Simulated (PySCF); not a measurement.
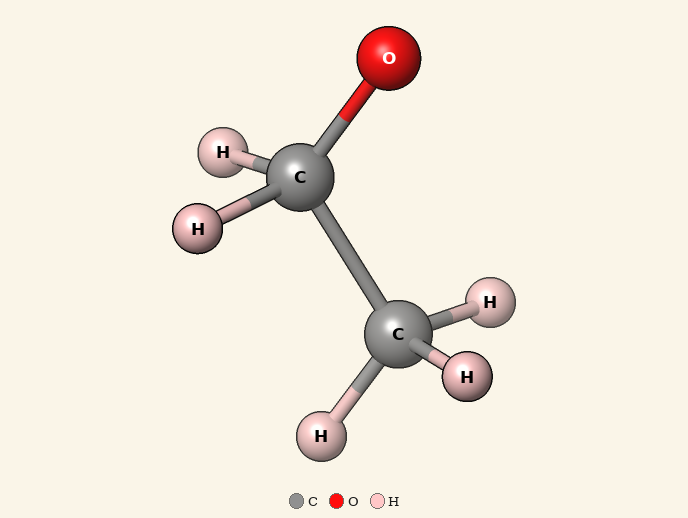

Atoms fade into the background with distance from the viewer. The species has charge −1 and is a spin singlet. The computed structure is the end point of a PBE0-D3(BJ)/def2-SVP optimisation. No frequency run is at hand to confirm it as a minimum.

**List the symmetry elements and name the point group.**

It has 1 mirror plane, so the point group is Cs. The group has 2 operations. The geometry is achiral, and symmetry allows a dipole moment.
